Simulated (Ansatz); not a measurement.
# (NaCl)2(CaS)2 [001] superlattice, started as rocksalt type: phonons and vibrational spectra

Aim: the phonons of (NaCl)2(CaS)2 [001] superlattice, started as rocksalt type at a cell relaxed beforehand at this level.

Calculated with Ansatz 0.2.0; DFT PBE, scalar-relativistic, plane waves, PAW.

The structure was built from a prototype and need not be the compound's stable phase.

## Step 1: The starting structure

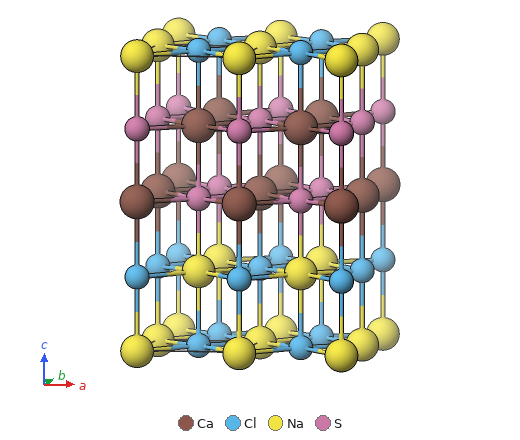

The starting structure, seen slightly off an axis (calcium brown, chlorine blue, sodium yellow, sulfur pink). 2×2×1 cells are drawn. Some periodic images of atoms are drawn too.

Structure file:

```cif
data_structure
_symmetry_space_group_name_H-M 'P4/nmm:1'
_symmetry_Int_Tables_number 129
_cell_length_a 4.0255
_cell_length_b 4.0255
_cell_length_c 11.4570
_cell_angle_alpha 90.000
_cell_angle_beta 90.000
_cell_angle_gamma 90.000
_cell_volume 185.66
loop_
_atom_site_label
_atom_site_type_symbol
_atom_site_symmetry_multiplicity
_atom_site_Wyckoff_symbol
_atom_site_fract_x
_atom_site_fract_y
_atom_site_fract_z
_atom_site_occupancy
Ca1 Ca 2 c 0.50000 0.00000 0.37807 1
Cl1 Cl 2 c 0.00000 0.50000 0.87673 1
Na1 Na 2 c 0.50000 0.00000 0.87194 1
S1 S 2 c 0.00000 0.50000 0.37480 1
```

## Step 2: Linear response at the zone centre

The cell comes from relaxations at this level that are not shown. The zone centre is the only wavevector solved here; it holds the modes that light can see, as far as symmetry allows. The response to a homogeneous field gives the Born charges and the dielectric tensor, and its change with displacement the Raman tensors.

input.yaml reads:

```yaml
crystal:
  lattice:
    - [2.846447238, 2.846447238, 0.0]
    - [-2.846447238, 2.846447238, 0.0]
    - [0.0, 0.0, 11.4570135872]
  atoms:
    - { symbol: Ca, position: [0.0, 0.0, 0.5030702263] }
    - { symbol: Ca, position: [0.5, 0.5, 0.7469297737] }
    - { symbol: Cl, position: [0.5, 0.5, 0.0017331928] }
    - { symbol: Cl, position: [1.0, 0.0, 0.2482668072] }
    - { symbol: Na, position: [0.0, 0.0, -0.0030589212] }
    - { symbol: Na, position: [0.5, 0.5, 0.2530589212] }
    - { symbol: S, position: [0.5, 0.5, 0.4997952801] }
    - { symbol: S, position: [1.0, 0.0, 0.7502047199] }
kpoints:
  mp_grid: { grid: [8, 8, 2] }
hamiltonian:
  xc: pbe
scf:
  occupations: { method: fixed }
output:
  eigenvalues: true
phonons:
  method: dfpt
  dielectric: true
  rigid_motions: translations
  raman: true
```

Run with:

```bash
$ ansatz run input.yaml --threads 8 --pin off --max-ram 14336MiB --backend cpu --events-out ev --progress --plain --runs-dir out
```

Numbers of over 12 decimals in the logs are rounded to 6 here.

Output:

```text
Engine: ansatz 0.2.0, aarch64-unknown-linux-gnu
Pseudopotentials: kind: paw
Pseudopotential: Ca, paw, valence charge 10, recommended cutoff 420 eV (normal), Ca.paw.azcp
Pseudopotential: Cl, paw, valence charge 7, recommended cutoff 420 eV (normal), Cl.paw.azcp
Pseudopotential: Na, paw, valence charge 9, recommended cutoff 420 eV (normal), Na.paw.azcp
Pseudopotential: S, paw, valence charge 6, recommended cutoff 420 eV (normal), S.paw.azcp
Functional definition: PBE
  parameter kappa = 0.804
  parameter beta = 0.066725
  exchange = pbe_x(kappa = kappa, mu = beta*pi^2/3)
  correlation = pbe_c(beta = beta)
Crystal: 8 atoms, lattice volume = 185.655 Å³
Basis set: ecut = 420 eV, 3647 PW (Γ), exchange–correlation on 60×60×160 points (8 copies of the dense FFT grid, shifted against one another)
Bands: 40, of which v1, the nominal top of the filled ones, is band 32 counted from 1 (31 counted from 0)
Symmetry: 16 space group operations
k-points: 42 of 128 (irreducible under 2 space group operations, time reversal used)
Non-local potential: Ca, projectors of the file, l = 0: 3, l = 1: 2, l = 2: 2
Non-local potential: Cl, projectors of the file, l = 0: 2, l = 1: 2, l = 2: 2
Non-local potential: Na, projectors of the file, l = 0: 3, l = 1: 2, l = 2: 1
Non-local potential: S, projectors of the file, l = 0: 2, l = 1: 2, l = 2: 2
PAW form: soft (Blöchl's): semilocal exchange-correlation on the pseudo side does not see the compensation charge
PAW one-centre angular grid: Ca, 110 points (default); XC on 64 Gauss nodes
PAW one-centre angular grid: Cl, 110 points (default); XC on 64 Gauss nodes
PAW one-centre angular grid: Na, 110 points (default); XC on 64 Gauss nodes
PAW one-centre angular grid: S, 110 points (default); XC on 64 Gauss nodes
Initial density: superposition of atomic densities (neutral atoms: chi_scale 0, normalization atom), corrected by the library's trained network
Initial wavefunctions: pseudopotential atomic-orbital guess
Functional: x = pbe(κ = 0.804, μ = 0.219515), c = pbe(β = 0.066725)
SCF iter   1: F=—  HF=-10585.455104 eV  |F-HF|=—  |Δ(HF+E_count)|=         —  Δρ=4.31e-4  dr2=1.29e-3  ethr=1.77e-3  ⟨swp⟩=5.4  Hψ=6758  notcnv=0  defer=232
preconditioner: auto → Resta (q_TF=auto, 2.285 Å⁻¹)  ε∞=3.4  [insulator: Δε(μ)=2.800 eV  Ē_g=10.043 eV  n_scr=48 (ndim 8)  ℏωp=15.4 eV  f_vac=0.010  ε∞_Penn≈3.4]
SCF iter   2: F=—  HF=-10585.454611 eV  |F-HF|=—  |Δ(HF+E_count)|=   4.93e-4  Δρ=2.73e-4  dr2=6.07e-4  ethr=2.01e-6  ⟨swp⟩=2.9  Hψ=3061  notcnv=0  defer=250
SCF iter   3: F=—  HF=-10585.454554 eV  |F-HF|=—  |Δ(HF+E_count)|=   5.67e-5  Δρ=1.31e-4  dr2=1.03e-4  ethr=9.49e-7  ⟨swp⟩=2.8  Hψ=2290  notcnv=0  defer=252
SCF iter   4: F=—  HF=-10585.454533 eV  |F-HF|=—  |Δ(HF+E_count)|=   2.13e-5  Δρ=4.74e-5  dr2=6.26e-6  ethr=1.61e-7  ⟨swp⟩=2.0  Hψ=1911  notcnv=0  defer=245
SCF iter   5: F=—  HF=-10585.454524 eV  |F-HF|=—  |Δ(HF+E_count)|=   9.37e-6  Δρ=1.23e-5  dr2=4.55e-7  ethr=9.78e-9  ⟨swp⟩=2.2  Hψ=2129  notcnv=0  defer=233
SCF iter   6: F=—  HF=-10585.454527 eV  |F-HF|=—  |Δ(HF+E_count)|=   3.36e-6  Δρ=4.21e-6  dr2=2.83e-8  ethr=7.11e-10  ⟨swp⟩=2.0  Hψ=2592  notcnv=0  defer=219
SCF iter   7: F=—  HF=-10585.454527 eV  |F-HF|=—  |Δ(HF+E_count)|=   2.58e-9  Δρ=9.31e-7  dr2=1.65e-9  ethr=4.42e-11  ⟨swp⟩=2.0  Hψ=2404  notcnv=0  defer=219
SCF iter   8: F=—  HF=-10585.454527 eV  |F-HF|=—  |Δ(HF+E_count)|=   2.54e-9  Δρ=2.32e-7  dr2=1.29e-10  ethr=2.58e-12  ⟨swp⟩=2.0  Hψ=2178  notcnv=0  defer=219
SCF iter   9: F=-10585.454527 eV  HF=-10585.454527 eV  |F-HF|=0.00e0  |Δ(HF+E_count)|=  2.73e-11  Δρ=6.80e-8  dr2=1.80e-11  ethr=1.00e-12  ⟨swp⟩=17.0  Hψ=11450  notcnv=0
SCF 1 converged in 9 iterations: F = -10585.454527 eV  dr2 = 1.80e-11
  greatest PAW one-centre occupation: 0.999 electrons in one spin orbital (limit 2), on the Na atom at site 5 (counted from 0), in its partial waves of l = 0
DFPT response loops at Γ: preconditioner auto → Resta (q_TF=auto, 2.285 Å⁻¹)  ε∞=4.6 (no band partly filled); β = 1.00, the filter's whole step (`scf.mixing.beta` (0.50) is not read by the response loops at its default; to damp them type it under 1.00, their step now; it binds the ground state too); Broyden in place of MSR1
── the response to a field inside a basis, on 10×10×4 k-points: an SCF that follows is theirs, and a resumed run solves both again ──
Bands: 33, of which v1, the nominal top of the filled ones, is band 32 counted from 1 (31 counted from 0)
k-points: 30 of 400
Initial density: handed on by an earlier stage of this run
Initial wavefunctions: pseudopotential atomic-orbital guess (no wavefunctions were taken with the density)
Eigensolver: Dense (30 Hₖ)
SCF iter   1: F=—  HF=-10585.350812 eV  |F-HF|=—  |Δ(HF+E_count)|=         —  Δρ=3.40e-4  dr2=5.50e-5  ethr=1.00e-1
preconditioner: auto → Resta (q_TF=auto, 2.285 Å⁻¹)  ε∞=4.2  [insulator: Δε(μ)=2.990 eV  Ē_g=8.644 eV  n_scr=48 (ndim 8)  ℏωp=15.4 eV  f_vac=0.010  ε∞_Penn≈4.2]
SCF iter   2: F=—  HF=-10585.350864 eV  |F-HF|=—  |Δ(HF+E_count)|=   5.13e-5  Δρ=1.80e-4  dr2=1.65e-5  ethr=8.60e-8
SCF iter   3: F=—  HF=-10585.350887 eV  |F-HF|=—  |Δ(HF+E_count)|=   2.30e-5  Δρ=1.51e-5  dr2=2.79e-7  ethr=2.58e-8
SCF iter   4: F=—  HF=-10585.350887 eV  |F-HF|=—  |Δ(HF+E_count)|=   1.27e-7  Δρ=3.67e-6  dr2=2.49e-8  ethr=4.37e-10
SCF iter   5: F=—  HF=-10585.350887 eV  |F-HF|=—  |Δ(HF+E_count)|=   2.00e-8  Δρ=8.28e-7  dr2=1.42e-9  ethr=3.88e-11
SCF iter   6: F=—  HF=-10585.350887 eV  |F-HF|=—  |Δ(HF+E_count)|=   1.09e-9  Δρ=2.37e-7  dr2=1.12e-10  ethr=2.22e-12
SCF iter   7: F=-10585.350887 eV  HF=-10585.350887 eV  |F-HF|=3.64e-12  |Δ(HF+E_count)|=  1.16e-10  Δρ=6.79e-8  dr2=7.64e-12  ethr=1.00e-12
SCF 1 converged in 7 iterations: F = -10585.350887 eV  dr2 = 7.64e-12
DFPT response loops at Γ: preconditioner auto → Resta (q_TF=auto, 2.285 Å⁻¹)  ε∞=4.5 (no band partly filled); β = 1.00, the filter's whole step (`scf.mixing.beta` (0.50) is not read by the response loops at its default; to damp them type it under 1.00, their step now; it binds the ground state too); Broyden in place of MSR1
DFPT response loops at Γ: mixed as the last ones told, above
SCF converged after 9 iterations
Free energy (F): -10585.454527 eV
Harris-Foulkes:  -10585.454527 eV  (|F-HF|=0.00e0)
Internal energy: -10585.454527 eV  (E = F + TS)
E sigma→0 (E₀):  -10585.454527 eV
Fermi energy:    4.318264 eV
--- Per-component energies (eV) ---
  E_band       = -748.734504
  E_kinetic    = 1337.838629
  E_local      = -4745.339951  (includes V_loc(G=0)·N_el)
  E_nonlocal   = 470.376560
  E_hartree    = 1634.231847
  E_xc         = -765.697057
  E_vxc        = -867.690345  (∫ρ·V_xc dr)
[...]
ASR residual per site (eV/Å²): 1.38e-4 1.38e-4 4.82e-4 4.82e-4 1.46e-3 1.46e-3 3.63e-4 3.63e-4
  Γ frequencies (cm⁻¹): 0.00 0.00 0.00 71.80 71.80 72.58 72.58 106.48 106.48 135.29 142.04 157.33 157.33 157.66 161.31 161.31 169.36 208.17 218.21 218.21 221.99 221.99 242.00 260.76
  ε∞ (high-frequency dielectric tensor):
        3.769338    -0.000000    -0.000000
       -0.000000     3.769338     0.000000
       -0.000000     0.000000     3.318313
  ε⁰ (static dielectric tensor: ions relaxed, cell fixed):
        9.406929    -0.000000     0.000000
       -0.000000     9.406929    -0.000000
        0.000000    -0.000000     8.753291
  ε⁰ − ε∞ (ionic part):
        5.637591    -0.000000     0.000000
       -0.000000     5.637591    -0.000000
        0.000000    -0.000000     5.434978
  softest optical mode at Γ: 71.80 cm⁻¹; the repairs (sum rule, projections) moved no ω² at Γ by more than (4.52 cm⁻¹)²
  Born effective charges Z* (e; rows j = field, columns β = displacement):
    site 0:
         2.43873   -0.00000   -0.00000
        -0.00000    2.43873    0.00000
        -0.00000    0.00000    1.77914
    site 1:
         2.43873   -0.00000   -0.00000
        -0.00000    2.43873    0.00000
        -0.00000    0.00000    1.77914
    site 2:
        -1.09550    0.00000    0.00000
         0.00000   -1.09550   -0.00000
         0.00000   -0.00000   -1.58141
    site 3:
        -1.09550    0.00000    0.00000
         0.00000   -1.09550   -0.00000
         0.00000   -0.00000   -1.58141
    site 4:
         1.07734   -0.00000   -0.00000
        -0.00000    1.07734    0.00000
        -0.00000    0.00000    1.32889
    site 5:
         1.07734   -0.00000   -0.00000
        -0.00000    1.07734    0.00000
        -0.00000    0.00000    1.32889
    site 6:
        -2.42057   -0.00000    0.00000
         0.00000   -2.42057    0.00000
         0.00000    0.00000   -1.52662
    site 7:
        -2.42057   -0.00000    0.00000
         0.00000   -2.42057   -0.00000
        -0.00000    0.00000   -1.52662
  Z* charge neutrality: 1.836e-2 e pre-enforcement
  solved inside a basis spanned on kpoints, on 10×10×4 k-points: ε∞ is read to err by 1.6e-2, Z* by 1.4e-2 e (field_mesh: kpoints solves on kpoints); Z* is corrected for what the basis lacks
  Raman tensors (in the event stream and the table raman_tensors.tsv): an entry may err by 7.7e-2 Å², one of the second-order susceptibility by 1.3e-18 pm/V (basis, points and sum rule); their sum over the sites missed zero by 5.551e-16 Å² ahead of its enforcement
  optical modes at Γ without the LO–TO term, one row a degenerate level:
      ω (cm⁻¹)  modes    IR ((D/Å)²/amu)  static Raman (Å⁴/amu)  depolarisation
         71.80      2             0.0000                 0.1995           0.750
         72.58      2             0.0058                 0.0000               —
        106.48      2             0.0000                 0.0104           0.750
        135.29      1             3.2509                 0.0000               —
        142.04      1             0.0000                 6.7200           0.000
        157.33      2             9.0320                 0.0000               —
        157.66      1             0.0000                 0.1265           0.000
        161.31      2             0.0000                 0.2270           0.750
        169.36      1             6.9627                 0.0000               —
        208.17      1             0.0000                10.3450           0.009
        218.21      2            29.3050                 0.0000               —
        221.99      2             0.0000                 0.0965           0.750
        242.00      1             0.0000                 1.4246           0.095
        260.76      1             3.5842                 0.0000               —
  optical modes at Γ + LO–TO along q̂ = [1.0000, 0.0000, 0.0000]:
      ω (cm⁻¹)  modes    IR ((D/Å)²/amu)  static Raman (Å⁴/amu)  depolarisation
         71.80      2             0.0000                 0.1995           0.750
         72.58      1             0.0029                 0.0000               —
         72.60      1             0.0004                 0.0000               —
        106.48      2             0.0000                 0.0104           0.750
        135.29      1             3.2509                 0.0000               —
        142.04      1             0.0000                 6.7200           0.000
        157.33      1             4.5160                 0.0000               —
        157.66      1             0.0000                 0.1265           0.000
        161.31      2             0.0000                 0.2270           0.750
        169.36      1             6.9627                 0.0000               —
        169.79      1             0.3435                 0.0000               —
        208.17      1             0.0000                10.3450           0.009
        218.21      1            14.6525                 0.0000               —
        221.99      2             0.0000                 0.0965           0.750
        242.00      1             0.0000                 1.4246           0.095
        260.76      1             3.5842                 0.0000               —
        319.32      1            18.8275                 0.0000               —
  optical modes at Γ + LO–TO along q̂ = [0.0000, 1.0000, 0.0000]:
      ω (cm⁻¹)  modes    IR ((D/Å)²/amu)  static Raman (Å⁴/amu)  depolarisation
         71.80      2             0.0000                 0.1995           0.750
         72.58      1             0.0029                 0.0000               —
         72.60      1             0.0004                 0.0000               —
        106.48      2             0.0000                 0.0104           0.750
        135.29      1             3.2509                 0.0000               —
        142.04      1             0.0000                 6.7200           0.000
        157.33      1             4.5160                 0.0000               —
        157.66      1             0.0000                 0.1265           0.000
        161.31      2             0.0000                 0.2270           0.750
        169.36      1             6.9627                 0.0000               —
        169.79      1             0.3435                 0.0000               —
        208.17      1             0.0000                10.3450           0.009
        218.21      1            14.6525                 0.0000               —
        221.99      2             0.0000                 0.0965           0.750
        242.00      1             0.0000                 1.4246           0.095
        260.76      1             3.5842                 0.0000               —
        319.32      1            18.8275                 0.0000               —
  optical modes at Γ + LO–TO along q̂ = [0.0000, 0.0000, 1.0000]:
      ω (cm⁻¹)  modes    IR ((D/Å)²/amu)  static Raman (Å⁴/amu)  depolarisation
         71.80      2             0.0000                 0.1995           0.750
         72.58      2             0.0058                 0.0000               —
        106.48      2             0.0000                 0.0104           0.750
        142.04      1             0.0000                 6.7200           0.000
        144.52      1             0.1383                 0.0000               —
        157.33      2             9.0320                 0.0000               —
        157.66      1             0.0000                 0.1265           0.000
        161.31      2             0.0000                 0.2270           0.750
        208.17      1             0.0000                10.3450           0.009
        218.21      2            29.3050                 0.0000               —
        219.22      1             2.6710                 0.0000               —
        221.99      2             0.0000                 0.0965           0.750
        242.00      1             0.0000                 1.4246           0.095
        306.27      1            10.9886                 0.0000               —
```

The job ended after 4 min (8 threads of Arm Neoverse V2, shared host; peak memory 2.7 GiB).

This step gave:

```yaml
gap_on_the_k_mesh: 2.805 eV
volume_per_atom: 23.21 Å³
sum_rule_residual_before_enforcement: 0.001464 eV/Å²
miss_of_the_charge_sum_rule: 0.01836 e
estimated_error_of_the_dielectric_tensor: 0.01577
estimated_error_of_the_born_charges: 0.01417 e
point_group: 4/mmm
highest_optical_mode_at_the_zone_centre_no_lo_to_term: 260.8 cm⁻¹
lowest_optical_zone_centre_mode: 71.8 cm⁻¹
mean_high_frequency_dielectric_constant: 3.619
largest_born_charge_third_of_the_trace: 2.219 e
mean_static_dielectric_constant: 9.189
top_of_the_zone_centre_spectrum_with_the_field: 319.3 cm⁻¹
```

Without the LO-TO term. Patterns of degenerate modes are one choice out of their space. Modes at Γ, with each element's share of the kinetic energy:

```csv
mode,frequency (cm⁻¹),symmetry,Ca %,Cl %,Na %,S %
1,0.0,acoustic,31,27,18,25
2,0.0,acoustic,31,27,18,25
3,0.0,acoustic,31,27,18,25
4,71.8,Eg,7,49,38,5
5,71.8,Eg,7,49,38,5
6,72.6,Eu,26,31,24,18
7,72.6,Eu,26,31,24,18
8,106.5,Eg,54,6,7,34
9,106.5,Eg,54,6,7,34
10,135.3,A2u,33,59,1,7
11,142.0,A1g,11,50,33,6
12,157.3,Eu,0,41,58,0
13,157.3,Eu,0,41,58,0
14,157.7,A1g,24,19,47,9
15,161.3,Eg,0,45,55,0
16,161.3,Eg,0,45,55,0
17,169.4,A2u,1,10,79,10
18,208.2,A1g,57,27,0,15
19,218.2,Eu,43,0,0,57
20,218.2,Eu,43,0,0,57
21,222.0,Eg,39,0,0,61
22,222.0,Eg,39,0,0,61
23,242.0,A1g,8,4,20,69
24,260.8,A2u,35,4,2,58
```

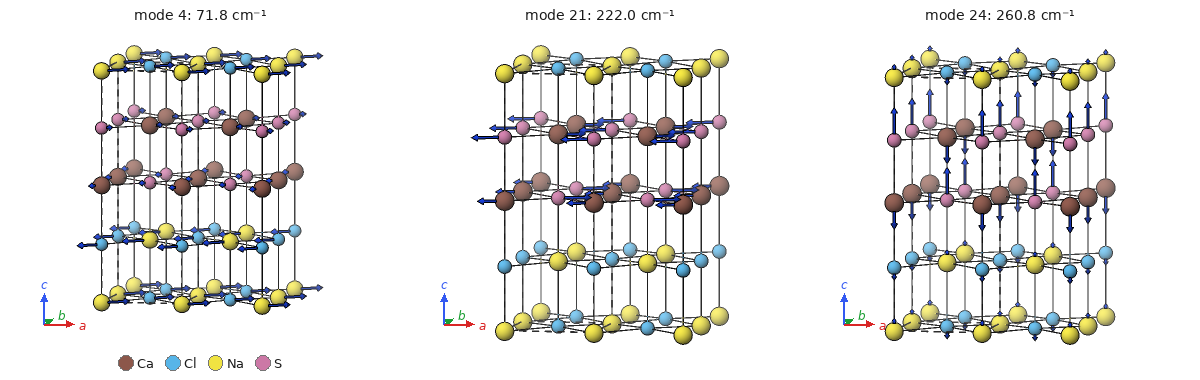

Displacement patterns of modes 4, 21 and 24 at Γ; arrows are exaggerated. 2×2×1 cells are drawn. Some periodic images of atoms are drawn too.

Optical modes at the zone centre, without and with the macroscopic field of the longitudinal modes; each column is sorted by frequency, so a row need not hold one and the same mode. Modes with and without the field, by row:

```csv
rank among optical modes,no field (cm⁻¹),"q along (1, 0, 0) (cm⁻¹)","q along (0, 0, 1) (cm⁻¹)"
1,71.8,71.8,71.8
2,71.8,71.8,71.8
3,72.6,72.6,72.6
4,72.6,72.6,72.6
5,106.5,106.5,106.5
6,106.5,106.5,106.5
7,135.3,135.3,142
8,142,142,144.5
9,157.3,157.3,157.3
10,157.3,157.7,157.3
11,157.7,161.3,157.7
12,161.3,161.3,161.3
13,161.3,169.4,161.3
14,169.4,169.8,208.2
15,208.2,208.2,218.2
16,218.2,218.2,218.2
17,218.2,222,219.2
18,222,222,222
19,222,242,222
20,242,260.8,242
21,260.8,319.3,306.3
```

Born charge (rows field, columns displacement) (e), principal values of the symmetric part by kind of site:

```csv
atom,atoms with these values,low,middle,high,mean
Ca1,2,1.78,2.44,2.44,2.22
Cl3,2,-1.58,-1.10,-1.10,-1.26
Na5,2,1.08,1.08,1.33,1.16
S7,2,-2.42,-2.42,-1.53,-2.12
```

In full for S7:

```
-2.42  0.00  0.00
 0.00 -2.42  0.00
 0.00  0.00 -1.53
```

High-frequency dielectric tensor:

```
3.77 0.00 0.00
0.00 3.77 0.00
0.00 0.00 3.32
```

Static dielectric tensor (ions relaxed, fixed cell):

```
9.41 0.00 0.00
0.00 9.41 0.00
0.00 0.00 8.75
```

(Continued in part 2 of 2.)

[Logs are printed without paths, hosts, clocks, repeated set-up lines and the standing remarks that a program may print on its own settings, such as how far it seeks lower states.]

[Hosts, paths, dates, database ids (printed as entryN), source tags and the programs' standing remarks are cut or masked in the printed files.]
